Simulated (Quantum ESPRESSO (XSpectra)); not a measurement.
## Isotropic strain at the Ge K edge of Ge (P4₃2₁2)

```cif
data_Ge12
_chemical_formula_sum 'Ge12'
_space_group_name_H-M_alt 'P 1'
_space_group_IT_number 1
_cell_length_a 5.93721
_cell_length_b 5.93721
_cell_length_c 7.08065
_cell_angle_alpha 90.000
_cell_angle_beta 90.000
_cell_angle_gamma 90.000
loop_
_space_group_symop_operation_xyz
  'x, y, z'
loop_
_atom_site_label
_atom_site_type_symbol
_atom_site_fract_x
_atom_site_fract_y
_atom_site_fract_z
_atom_site_occupancy
Ge1 Ge 0.08560 0.08560 0.00000 1
Ge2 Ge 0.41440 0.58560 0.75000 1
Ge3 Ge 0.91440 0.91440 0.50000 1
Ge4 Ge 0.58560 0.41440 0.25000 1
Ge5 Ge 0.16944 0.37210 0.24544 1
Ge6 Ge 0.12790 0.66944 0.99544 1
Ge7 Ge 0.83056 0.62790 0.74544 1
Ge8 Ge 0.87210 0.33056 0.49544 1
Ge9 Ge 0.66944 0.12790 0.00456 1
Ge10 Ge 0.62790 0.83056 0.25456 1
Ge11 Ge 0.33056 0.87210 0.50456 1
Ge12 Ge 0.37210 0.16944 0.75456 1
```

Geometry: Materials Project entry mp-137 (a computed structure). The cell is the entry's, not relaxed again.

Absorber: atom 1, Ge on Wyckoff site a (site symmetry ..2), with 4 Ge at 2.48 Å.

Method: LDA, full core hole, dipole K-edge X-ray absorption, plane waves, Troullier-Martins potentials made with ld1.x, scalar-relativistic, no spin, constant broadening (Quantum ESPRESSO (XSpectra)).

Base: 24-atom cell (absorber images 7.1 Å apart), 35 Ry, k meshes 2×2×2 (SCF) and 3×2×2 (spectrum), Lorentzian half width 1.5 eV. The ground-state test found a gap, so occupations are fixed and the excited electron is left out (charged cell on a uniform background); energies count from the highest occupied level. Field directions run: x; z, weighted by the site's symmetry in the crystal. Intensities are scaled to a mean of 1 over 0–35 eV.

All runs share the supercell, so its error largely cancels between them. The rms difference is taken over 0–30 eV at the best rigid shift up to 2 eV.

```tsv
strain	first shell (Å)	spectrum mesh	mean 0–10 eV	mean 10–20 eV	mean 20–30 eV	best shift against base (eV)	rms difference left
+0 %	2.48	3×2×2	1.22	1.01	0.86	+0.0	0.00
+2 %	2.53	3×2×2	1.24	0.98	0.87	-0.3	0.02
```

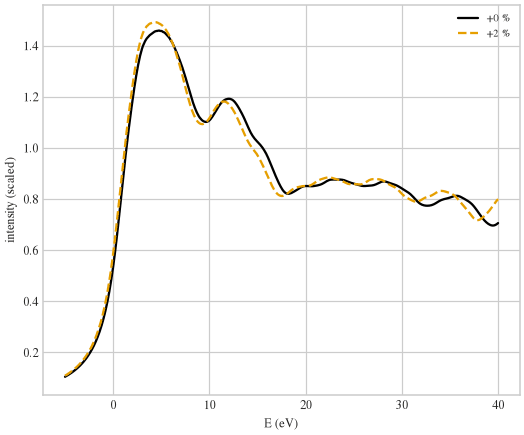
The spectra
